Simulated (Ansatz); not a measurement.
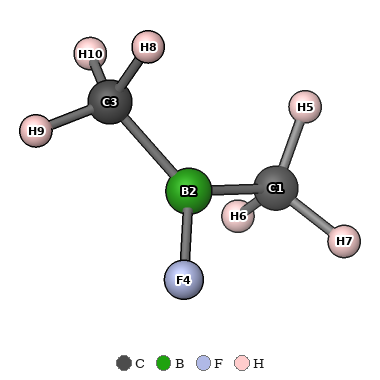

The system is C₂H₆BF, SMILES CB(C)F; the picture shows the grid point nearest to the relaxed geometry. 
- Two internal coordinates are moved rigidly from the geometry relaxed at PBE0-D4/def2-TZVP, all others fixed.
- First axis: bond B2–C3. Second axis: angle H9–C3–H8.
- Grid: 5 × 5 points.
- Points are written as (first, second).
- All energies are given in eV relative to the lowest grid point.
- Level of theory: RKS PBE-D4/def2-TZVPP in Ansatz.

Its coordinates:

```xyz
10

C    -0.8095    0.9970   -0.5269
B    -0.1002   -0.3883   -0.3871
C     0.8552   -0.7641    0.7189
F    -0.3585   -1.3123   -1.3189
H    -0.2125    1.8196   -0.1269
H    -1.7281    0.9670    0.0744
H    -1.1066    1.2237   -1.5526
H     1.8662   -0.4738    0.4027
H     0.8810   -1.8385    0.9117
H     0.6605   -0.2280    1.6501
```

Range: bond B2–C3 from 1.375 to 2.188 Å; angle H9–C3–H8 from 82.8 to 130.8°.

> What landscape does the calculation give?

The lowest grid point is at (1.509 Å, 106.8°). The bottom of the well lies between grid points, at about (1.572 Å, 107°), about 0.049 eV lower on the interpolated surface. No other kind of well shows on this grid. The highest grid point, (2.188 Å, 82.8°), lies 2.31 eV above the lowest. Round the minimum the two coordinates are weakly coupled (coupling −0.06 in units of the two stiffnesses).

```csv
"angle H9–C3–H8 ↓, bond B2–C3 →",1.375,1.509,1.705,1.934,2.188
130.8,1.04,0.42,0.48,1.13,2.02
118.8,0.71,0.11,0.20,0.88,1.80
106.8,0.58,0.00,0.12,0.83,1.78
94.8,0.65,0.09,0.24,0.97,1.94
82.8,0.93,0.39,0.56,1.32,2.31
```

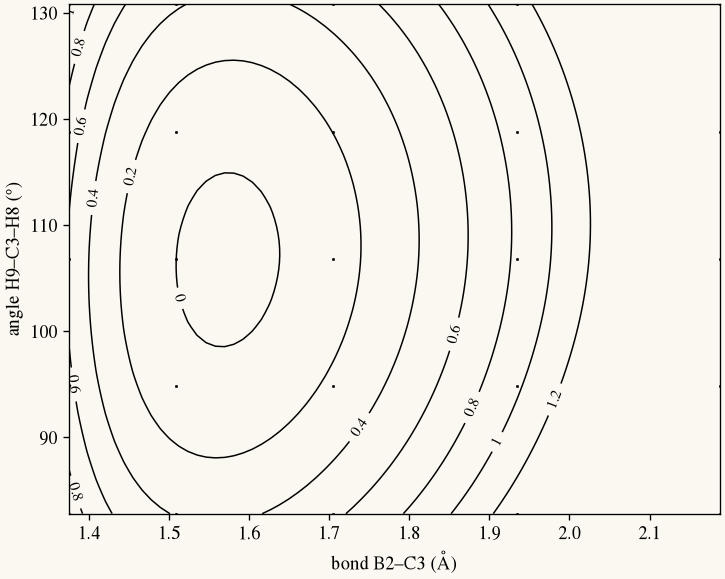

In the figure: contour lines labelled in eV (none above 1.2), dots at the grid points. Between grid points the surface is interpolated.
